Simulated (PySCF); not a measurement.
**C4H11FN2Si: density, localisation and related maps**

```xyz
19

F     2.3878    1.1810    1.1293
C     2.5504    0.1614    0.2216
C     1.3543   -0.7781    0.2214
C     0.1042   -0.1743   -0.4282
C    -0.4438    1.0313    0.3419
N    -1.8447    1.1308   -0.0065
Si   -2.5261   -0.4087   -0.3534
N    -0.9713   -1.1431   -0.4422
H     3.4648   -0.3643    0.5169
H     2.6907    0.6337   -0.7564
H     1.1188   -1.0619    1.2485
H     1.6364   -1.6799   -0.3264
H     0.3596    0.1445   -1.4531
H    -0.3001    0.8738    1.4187
H     0.0813    1.9484    0.0605
H    -2.3308    1.8602    0.4868
H    -3.2704   -1.1155    0.6937
H    -3.2984   -0.2670   -1.5906
H    -0.7726   -1.9631   -0.9900
```

Geometry: GFN2-xTB.

Theory: PBE0/pcSseg-1, SCF density, gas phase, non-relativistic in PySCF 2.14.0.

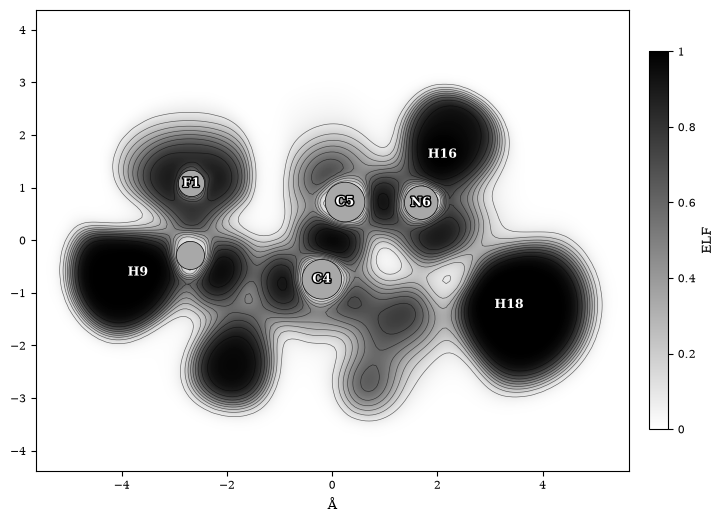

Figure 1. ELF on the plane of atoms C4, C5 and N6. Grey discs cover the atomic cores.

### What do the fields say about this system?

The section cuts through F, C, N and H sites. C–N (1.45 Å): the ELF peaks at about 0.90 between the atoms; a shared electron pair. C–C (1.53 Å): the ELF peaks at about 0.95 between the atoms; a shared electron pair. N–H (1.01 Å): the ELF climbs to about 1 towards the hydrogen, as it does in any bond to H (a covalent bond by its length). The ELF also peaks beside F1, away from the bonds: lone-pair regions.

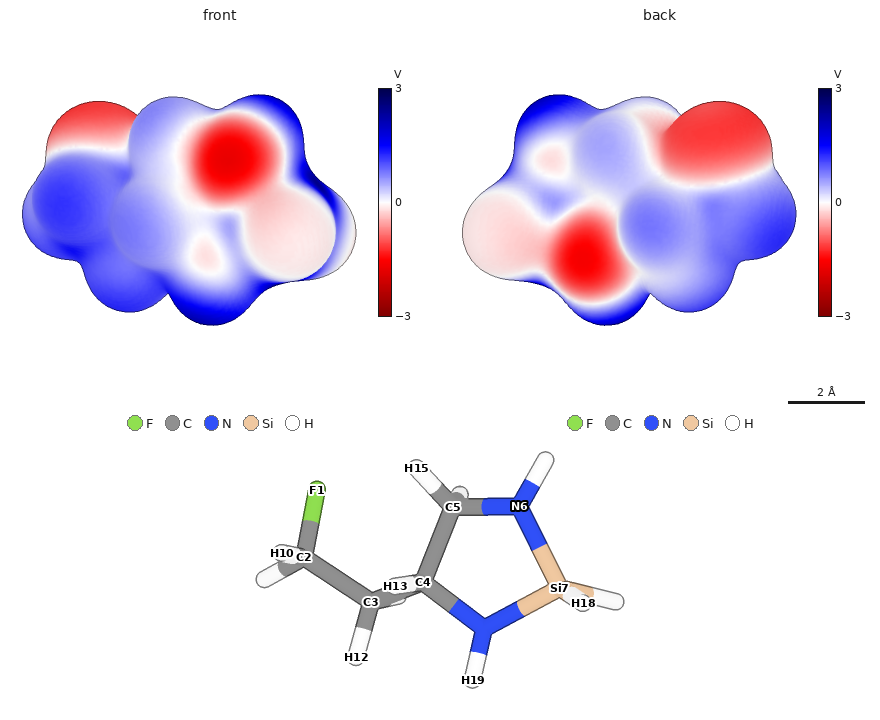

Figure 2. The molecular electrostatic potential painted on the density surface at 0.004 e/bohr³, seen from the front and from behind; red is negative and blue positive. The bare structure is drawn below in the same view.

### Which sites attract a positive test charge, and which a negative one?

A positive charge is drawn to the negative regions and a negative charge to the positive ones. The most negative region (about −1.7 V) lies over N6, the most positive (about +2.2 V) over Si7. N6 is the likeliest acceptor of a hydrogen bond.
